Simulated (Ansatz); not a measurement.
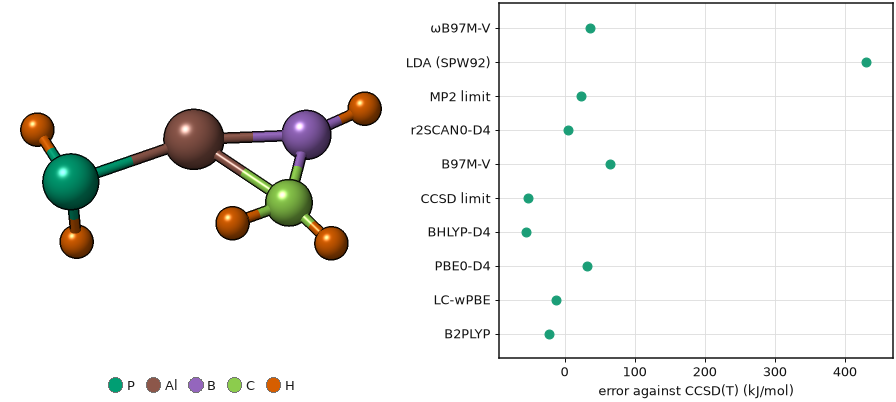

Error in the electronic atomisation energy (method less reference, so positive means overbinding) of CH₅AlBP, SMILES [PH2][Al]1[BH][CH2]1, singlet: functionals in def2-TZVPP against frozen-core CCSD(T) at the limit (MP2 extrapolated from triple and quadruple zeta, plus CCSD(T) less MP2 in a smaller set), which gives 2842.6 kJ/mol, at a PBE0-D4/def2-TZVP geometry (a minimum by its frequencies), no zero-point or spin-orbit term, the Ansatz code 0.2.0. The reference leaves out core correlation, a term that grows with the number of heavy atoms. B2PLYP holds a correlation term that converges slowly with the basis, so part of the distance to the limit is basis error. No dispersion term is added to LC-wPBE and B2PLYP. Limit means the basis limit.

Q: What range do the values span?

A: From −54.3 kJ/mol (BHLYP-D4) to 429.8 kJ/mol (LDA (SPW92)).

Q: Which of these levels overbind, and which underbind?

A: Overbind: ωB97M-V, LDA (SPW92), MP2 limit, B97M-V and PBE0-D4. Underbind: CCSD limit, BHLYP-D4 and B2PLYP. Within 20 kJ/mol of zero, too close to call in view of what the reference leaves out: r2SCAN0-D4 and LC-wPBE.
